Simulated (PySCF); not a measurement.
C₄H₇F, SMILES `FC1CCC1`.

Level of theory: PBE0/def2-SVPD (PySCF), at a geometry from GFN2-xTB. No frequency check shows the geometry to be a minimum.

Geometry (Å), atoms numbered from 1:

```
F1      -1.7599    0.0000    0.2512
C2      -0.5638   -0.0003   -0.4265
C3       0.4288    1.0825    0.0094
C4       1.5149    0.0001    0.1323
C5       0.4291   -1.0824    0.0095
H6      -0.8143   -0.0008   -1.4907
H7       0.6092    1.8830   -0.7036
H8       0.1459    1.5101    0.9684
H9       2.2061    0.0007   -0.7073
H10      2.0821    0.0000    1.0595
H11      0.6099   -1.8830   -0.7033
H12      0.1464   -1.5100    0.9686
```

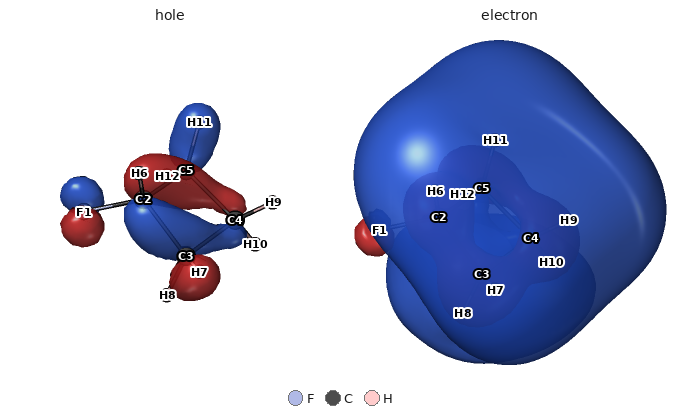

Leading natural transition orbital pair of S₂ (TDA singlet states); the surfaces enclose about 70 % of each orbital's density.

Where does the state lie, and where do hole and electron sit?

Answer. 8.34 eV (149 nm), f = 0.048, diffuse (Rydberg-like) orbital; the leading pair carries 99 %; hole on C2, C3 and C5 (20 % each), F1 (15 %) and C4 (7 %), electron on H6 and H9 (15 % each), H7 and H11 (12 % each) and C2, C3, C4 and C5 (7 % each) (atom shares of so diffuse an orbital are rough); their centroids lie 1.0 Å apart; S₁ lies within 0.1 eV of it. In canonical orbitals it is mainly HOMO−1 → LUMO (96 %). The HOMO–LUMO gap is 9.51 eV.

The PySCF run took 6.6 min on 1 thread of Arm Neoverse V2, with other jobs on the host, peak memory 0.79 GiB.
